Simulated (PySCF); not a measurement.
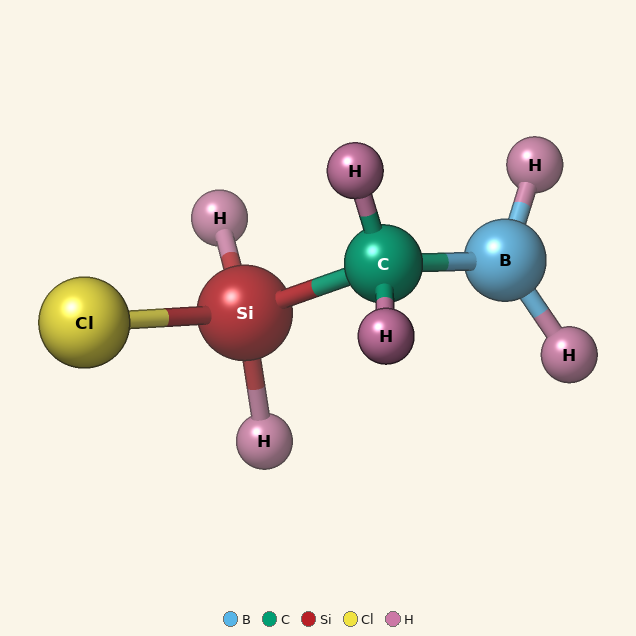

Orthographic view. Depth is shown by fading: the farther an atom, the more it takes the colour of the background. The computed structure is the end point of a PBE0-D3(BJ)/def2-SVP optimisation. No frequency run is at hand to confirm it as a minimum.

Question: Write the InChI string.

Answer: InChI=1S/CH6BClSi/c2-1-4-3/h1-2,4H2
